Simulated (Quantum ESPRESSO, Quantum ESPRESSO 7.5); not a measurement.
# Ti(0001): a series in the number of layers

Wanted: a table for Ti(0001) against the number of layers, and what can be fitted to it.

Method: plane-wave DFT, PBE, GBRV ultrasoft pseudopotentials, in Quantum ESPRESSO 7.5.

Experimental background.

For Ti (polycrystalline sample, no single face), “Anisotropic work function of elemental crystals” (2019, arxiv:1902.07811) quotes earlier work: work function, loosely compared (polycrystalline sample, no single face) 4.33 eV.

### 1. The structure

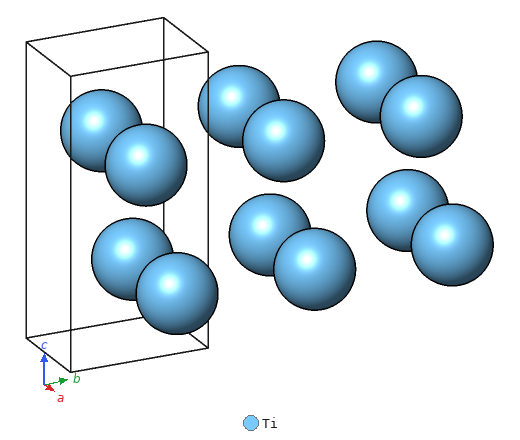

The starting structure, seen from the side, with the c axis up (titanium blue). 2×3×1 cells are drawn.

Set-up: Symmetric 1×1 slabs with 16 Å of vacuum in the starting cell; the two outer layers of each face relax in a periodic cell and the inner ones are held; a run under open boundaries (ESM, bc1) then gives the work function. Cold smearing of 0.02 Ry, one mesh for all thicknesses. The slabs take the lattice constants of the bulk relaxed by the same program.

Members 6, 7, 8 and 10 took the same steps and show in the table alone.

### 2. Relaxing cell and ions of the reference

The bulk crystal is relaxed in cell and atoms; the members are built on its lattice constants.

ref.vc.in reads:

```
&control
  prefix = 'ref.vc'
  outdir = './out'
  pseudo_dir = './pseudo'
  nstep = 40
  forc_conv_thr = 0.0003
  calculation = 'vc-relax'
/
&system
  ibrav = 0
  nat = 2
  ntyp = 1
  ecutwfc = 50
  ecutrho = 250
  occupations = 'smearing'
  smearing = 'mv'
  degauss = 0.02
/
&electrons
  conv_thr = 1e-09
  mixing_beta = 0.4
  electron_maxstep = 120
/
&ions
/
&cell
  press_conv_thr = 0.3
/
ATOMIC_SPECIES
  Ti  47.8670  ti_pbe_v1.4.uspp.F.UPF
CELL_PARAMETERS angstrom
  2.95000000000000 0.00000000000000 0.00000000000000
  -1.47500000000000 2.55477494116409 0.00000000000000
  0.00000000000000 0.00000000000000 4.68460000000000
ATOMIC_POSITIONS crystal
  Ti  0.333333333333 0.666666666667 0.250000000000
  Ti  0.666666666667 0.333333333333 0.750000000000
K_POINTS automatic
  16 16 9 0 0 0
```

Launch:

```sh
$ OMP_NUM_THREADS=1 mpirun -n 4 pw.x -nk 4 -in ref.vc.in > ref.vc.out
```

What it wrote:

```text
Program PWSCF v.7.5 starts
[citation notice left out]

     Parallel version (MPI & OpenMP), running on       4 processor cores
     Number of MPI processes:                 4
     Threads/MPI process:                     1

     MPI processes distributed on     1 nodes
[...]
Current dimensions of program PWSCF are:
     Max number of different atomic species (ntypx) = 10
     Max number of k-points (npk) =  40000
     Max angular momentum in pseudopotentials (lmaxx) =  4
     Message from routine setup:
     using ibrav=0 with symmetry is DISCOURAGED, use correct ibrav instead

     K-points division:     npool     =       4
     Subspace diagonalization in iterative solution of the eigenvalue problem:
     a serial algorithm will be used

     G-vector sticks info
     --------------------
     sticks:   dense  smooth     PW     G-vecs:    dense   smooth      PW
     Sum         535     433    127                15891    11415    1925

     Using Slab Decomposition

     bravais-lattice index     =            0
     lattice parameter (alat)  =       5.5747  a.u.
     unit-cell volume          =     238.2560 (a.u.)^3
     number of atoms/cell      =            2
     number of atomic types    =            1
     number of electrons       =        24.00
     number of Kohn-Sham states=           16
     kinetic-energy cutoff     =      50.0000  Ry
     charge density cutoff     =     250.0000  Ry
     scf convergence threshold =      1.0E-09
     mixing beta               =       0.4000
     number of iterations used =            8  plain     mixing
     energy convergence thresh.=      1.0E-04
     force convergence thresh. =      3.0E-04
     press convergence thresh. =      3.0E-01
     Exchange-correlation=  SLA  PW   PBX  PBC
                           (   1   4   3   4   0   0   0)
     nstep                     =           40

     celldm(1)=   5.574692  celldm(2)=   0.000000  celldm(3)=   0.000000
     celldm(4)=   0.000000  celldm(5)=   0.000000  celldm(6)=   0.000000

     crystal axes: (cart. coord. in units of alat)
               a(1) = (   1.000000   0.000000   0.000000 )
               a(2) = (  -0.500000   0.866025   0.000000 )
               a(3) = (   0.000000   0.000000   1.588000 )

     reciprocal axes: (cart. coord. in units 2 pi/alat)
               b(1) = (  1.000000  0.577350 -0.000000 )
               b(2) = (  0.000000  1.154701  0.000000 )
               b(3) = (  0.000000 -0.000000  0.629723 )

     PseudoPot. # 1 for Ti read from file:
     ./pseudo/ti_pbe_v1.4.uspp.F.UPF
     Pseudo is Ultrasoft + core correction, Zval = 12.0
     Generated by new atomic code, or converted to UPF format
     Using radial grid of  851 points,  6 beta functions with:
                l(1) =   0
                l(2) =   0
                l(3) =   1
                l(4) =   1
                l(5) =   2
                l(6) =   2
     Q(r) pseudized with  6 coefficients,  rinner =    1.000   1.000   1.000
                                                       1.000   1.000

     atomic species   valence    mass     pseudopotential
     Ti               12.00    47.86700     Ti( 1.00)

     24 Sym. Ops., with inversion, found (12 have fractional translation)

   Cartesian axes

     site n.     atom                  positions (alat units)
         1        Ti     tau(   1) = (  -0.0000000   0.5773503   0.3970000  )
         2        Ti     tau(   2) = (   0.5000000   0.2886751   1.1910000  )

     number of k points=   150  Marzari-Vanderbilt smearing, width (Ry)=  0.0200

     Number of k-points >= 100: set verbosity='high' to print them.

     Dense  grid:    15891 G-vectors     FFT dimensions: (  30,  30,  48)

     Smooth grid:    11415 G-vectors     FFT dimensions: (  25,  25,  40)

     Estimated max dynamical RAM per process >      38.67 MB

     Estimated total dynamical RAM >     143.05 MB

     Check: negative core charge=   -0.000008

     Initial potential from superposition of free atoms

     starting charge      21.9999, renormalised to      24.0000

     negative rho (up, down):  2.727E-03 0.000E+00
     Starting wfcs are   20 randomized atomic wfcs

     total cpu time spent up to now is        1.3 secs

     per-process dynamical memory:    29.8 Mb

     Self-consistent Calculation

     iteration #  1     ecut=    50.00 Ry     beta= 0.40
     Davidson diagonalization with overlap
     ethr =  1.00E-02,  avg # of iterations =  3.9

     negative rho (up, down):  2.749E-03 0.000E+00

     total cpu time spent up to now is        3.6 secs

     total energy              =    -238.31015316 Ry
     estimated scf accuracy    <       1.26877524 Ry

     iteration #  2     ecut=    50.00 Ry     beta= 0.40
[...]
negative rho (up, down):  2.520E-03 0.000E+00

[...]
total energy              =    -238.46467991 Ry
     estimated scf accuracy    <       0.04953903 Ry

     iteration #  3     ecut=    50.00 Ry     beta= 0.40
[...]
negative rho (up, down):  2.374E-03 0.000E+00

[...]
total energy              =    -238.49823386 Ry
     estimated scf accuracy    <       0.02479561 Ry

     iteration #  4     ecut=    50.00 Ry     beta= 0.40
[...]
negative rho (up, down):  1.985E-03 0.000E+00

[...]
total energy              =    -238.50021003 Ry
     estimated scf accuracy    <       0.00251840 Ry

     iteration #  5     ecut=    50.00 Ry     beta= 0.40
[...]
negative rho (up, down):  1.996E-03 0.000E+00

[...]
total energy              =    -238.50122575 Ry
     estimated scf accuracy    <       0.00021189 Ry

     iteration #  6     ecut=    50.00 Ry     beta= 0.40
[...]
negative rho (up, down):  1.992E-03 0.000E+00

[...]
total energy              =    -238.50120467 Ry
     estimated scf accuracy    <       0.00008834 Ry

     iteration #  7     ecut=    50.00 Ry     beta= 0.40
[...]
negative rho (up, down):  1.998E-03 0.000E+00

[...]
total energy              =    -238.50121306 Ry
     estimated scf accuracy    <       0.00000525 Ry

     iteration #  8     ecut=    50.00 Ry     beta= 0.40
[...]
negative rho (up, down):  1.995E-03 0.000E+00

[...]
total energy              =    -238.50121685 Ry
     estimated scf accuracy    <       0.00000649 Ry

[...]
density =      4.57522 g/cm^3

CELL_PARAMETERS (angstrom)
   2.936703988  -0.000000000  -0.000000000
  -1.468351994   2.543260257  -0.000000000
   0.000000000  -0.000000000   4.652136960

ATOMIC_POSITIONS (crystal)
Ti               0.3333333333        0.6666666667        0.2500000000
Ti               0.6666666667        0.3333333333        0.7500000000

[...]
NEW-OLD atomic charge density approx. for the potential
     New effective cutoffs (rho, wfc):  252.61   50.69

     Check: negative core charge=   -0.000008

     negative rho (up, down):  1.961E-03 0.000E+00

     total cpu time spent up to now is       37.7 secs

     per-process dynamical memory:    46.7 Mb

     Self-consistent Calculation

     iteration #  1     ecut=    50.00 Ry     beta= 0.40
     Davidson diagonalization with overlap
     ethr =  1.00E-06,  avg # of iterations =  3.0

     Threshold (ethr) on eigenvalues was too large:
     Diagonalizing with lowered threshold

     Davidson diagonalization with overlap
     ethr =  1.68E-08,  avg # of iterations =  2.9

     negative rho (up, down):  1.963E-03 0.000E+00

     total cpu time spent up to now is       41.5 secs

     total energy              =    -238.50144757 Ry
     estimated scf accuracy    <       0.00000477 Ry

[...]
iteration #  8     ecut=    50.00 Ry     beta= 0.40
[...]
negative rho (up, down):  1.965E-03 0.000E+00

[...]
End of self-consistent calculation

     Number of k-points >= 100: set verbosity='high' to print the bands.

     the Fermi energy is    13.3812 ev

!    total energy              =    -238.50144868 Ry
     estimated scf accuracy    <          9.2E-14 Ry
     smearing contrib. (-TS)   =       0.00021249 Ry
     internal energy E=F+TS    =    -238.50166117 Ry

     The total energy is F=E-TS. E is the sum of the following terms:
     one-electron contribution =     -80.99036975 Ry
     hartree contribution      =      48.49282529 Ry
     xc contribution           =     -36.07622862 Ry
     ewald contribution        =    -169.92788809 Ry

     convergence has been achieved in   8 iterations

     negative rho (up, down):  1.965E-03 0.000E+00

     Forces acting on atoms (cartesian axes, Ry/au):

     atom    1 type  1   force =     0.00000000    0.00000000   -0.00000000
     atom    2 type  1   force =    -0.00000000   -0.00000000    0.00000000

     Total force =     0.000000     Total SCF correction =     0.000000

     Computing stress (Cartesian axis) and pressure

     negative rho (up, down):  1.965E-03 0.000E+00
          total   stress  (Ry/bohr**3)                   (kbar)     P=        0.28
   0.00000836  -0.00000000  -0.00000000            1.23       -0.00       -0.00
  -0.00000000   0.00000836   0.00000000           -0.00        1.23        0.00
  -0.00000000   0.00000000  -0.00001108           -0.00        0.00       -1.63

     Energy error            =      5.0E-05 Ry
     Gradient error          =      2.2E-27 Ry/Bohr
     Cell gradient error     =      1.6E+00 kbar

     number of scf cycles    =   3
     number of bfgs steps    =   2

     enthalpy           old  =    -238.5013987877 Ry
     enthalpy           new  =    -238.5014486786 Ry

     CASE: enthalpy          _new < enthalpy          _old

     new trust radius        =       0.0010734902 bohr
     new conv_thr            =            1.0E-11 Ry

     new unit-cell volume =    234.47239 a.u.^3 (    34.74522 Ang^3 )
     density =      4.57531 g/cm^3

CELL_PARAMETERS (angstrom)
   2.937190526  -0.000000000  -0.000000000
  -1.468595263   2.543681611   0.000000000
  -0.000000000   0.000000000   4.650506273

ATOMIC_POSITIONS (crystal)
Ti               0.3333333333        0.6666666667        0.2500000000
Ti               0.6666666667        0.3333333333        0.7500000000

[...]
NEW-OLD atomic charge density approx. for the potential
     New effective cutoffs (rho, wfc):  252.76   50.73

     Check: negative core charge=   -0.000008

     negative rho (up, down):  1.965E-03 0.000E+00

     total cpu time spent up to now is       55.7 secs

     per-process dynamical memory:    46.7 Mb

[...]
!    total energy              =    -238.50145008 Ry
[...]
Total force =     0.000000     Total SCF correction =     0.000000
[...]
number of bfgs steps    =   3
[...]
new trust radius        =       0.0011812419 bohr
[...]
!    total energy              =    -238.50145138 Ry
[...]
Total force =     0.000000     Total SCF correction =     0.000000
[...]
number of bfgs steps    =   4
[...]
new trust radius        =       0.0017726164 bohr
[...]
!    total energy              =    -238.50145246 Ry
[...]
Total force =     0.000000     Total SCF correction =     0.000000
[...]
Self-consistent Calculation

     iteration #  1     ecut=    50.00 Ry     beta= 0.40
     Davidson diagonalization with overlap
     c_bands:  1 eigenvalues not converged
     c_bands:  1 eigenvalues not converged
     c_bands:  2 eigenvalues not converged
     c_bands:  1 eigenvalues not converged
     c_bands:  2 eigenvalues not converged
     c_bands:  1 eigenvalues not converged
     c_bands:  1 eigenvalues not converged
     c_bands:  1 eigenvalues not converged
     c_bands:  1 eigenvalues not converged
     c_bands:  1 eigenvalues not converged
     c_bands:  1 eigenvalues not converged
     c_bands:  1 eigenvalues not converged
     ethr =  1.00E-06,  avg # of iterations = 16.7

     negative rho (up, down):  3.353E-03 0.000E+00

     total cpu time spent up to now is       96.9 secs

     total energy              =    -238.28123887 Ry
     estimated scf accuracy    <       1.33646600 Ry

[...]
iteration # 14     ecut=    50.00 Ry     beta= 0.40
[...]
negative rho (up, down):  2.423E-03 0.000E+00

[...]
End of self-consistent calculation

     Number of k-points >= 100: set verbosity='high' to print the bands.

     the Fermi energy is    13.3786 ev

!    total energy              =    -238.50144931 Ry
     estimated scf accuracy    <          2.1E-12 Ry
     smearing contrib. (-TS)   =       0.00020535 Ry
     internal energy E=F+TS    =    -238.50165466 Ry

     The total energy is F=E-TS. E is the sum of the following terms:
     one-electron contribution =     -81.01350905 Ry
     hartree contribution      =      48.50065790 Ry
     xc contribution           =     -36.07592299 Ry
     ewald contribution        =    -169.91288052 Ry

     convergence has been achieved in  14 iterations

     negative rho (up, down):  2.423E-03 0.000E+00

     Forces acting on atoms (cartesian axes, Ry/au):

     atom    1 type  1   force =    -0.00000000   -0.00000000    0.00000000
     atom    2 type  1   force =     0.00000000    0.00000000   -0.00000000

     Total force =     0.000000     Total SCF correction =     0.000000

     Computing stress (Cartesian axis) and pressure

     negative rho (up, down):  2.423E-03 0.000E+00
          total   stress  (Ry/bohr**3)                   (kbar)     P=        0.05
   0.00000150  -0.00000000  -0.00000000            0.22       -0.00       -0.00
  -0.00000000   0.00000150  -0.00000000           -0.00        0.22       -0.00
  -0.00000000  -0.00000000  -0.00000206           -0.00       -0.00       -0.30

[...]
=------------------------------------------------------------------------------=
   JOB DONE.
=------------------------------------------------------------------------------=
```

It took 2.1 min on 4 MPI ranks of Arm Neoverse N1, shared host; peak memory 0.3 GiB.

The steps of the relaxation:

```
step  energy less that of the first step (eV)  largest force (eV/Å)  volume (Å³)
   1                                   0.0000                0.0000        35.31
   2                                  -0.0025                0.0000        35.00
   3                                  -0.0032                0.0000        34.75
   4                                  -0.0032                0.0000        34.75
   5                                  -0.0032                0.0000        34.75
   6                                  -0.0032                0.0000        34.75
   7                                  -0.0032                0.0000        34.75
```

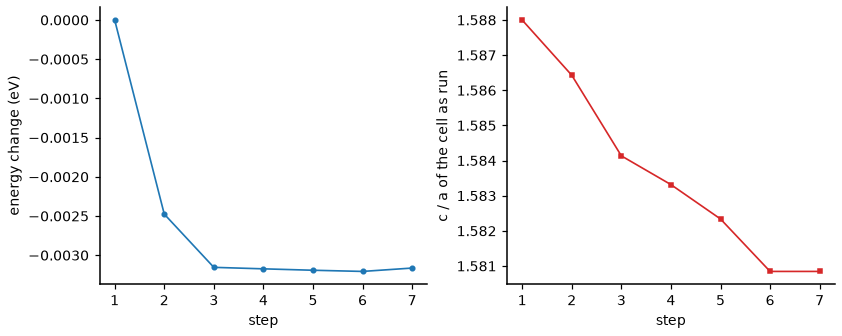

Energy and cell shape along the relaxation.

```
conventional cell, symmetrised  before  after  change
                         a (Å)   2.950  2.939  -0.4 %
                         b (Å)   2.950  2.939  -0.4 %
                         c (Å)   4.685  4.646  -0.8 %
              volume (Å³/atom)   17.65  17.38  -1.6 %
```

The relaxed structure:

```xyz
2
Lattice="2.9389 0.0000 0.0000 -1.4695 2.5452 0.0000 0.0000 0.0000 4.6460" Properties=species:S:1:pos:R:3 pbc="T T T"
Ti    0.0000    1.6968    1.1615
Ti    1.4695    0.8484    3.4845
```

 The last row is no step: it is a fresh SCF in the final cell with a new plane-wave basis, +0 meV from the row before.

This step gave:

| Quantity | Value |
| --- | --- |
| free energy | -3244.9775 eV |
| Fermi energy | 13.38 eV |

[end of part 1 of 8]

[Logs are printed without paths, hosts, clocks, repeated set-up lines and the standing remarks that a program may print on its own settings, such as how far it seeks lower states.]

[Hosts, paths, dates, database ids (printed as entryN), source tags and the programs' standing remarks are cut or masked in the printed files.]

[Maps of the electrostatic potential energy from Ansatz leave out the sawtooth potential of an applied field or a dipole correction, so their vacuum need not be flat; planar profiles and work functions include it.]
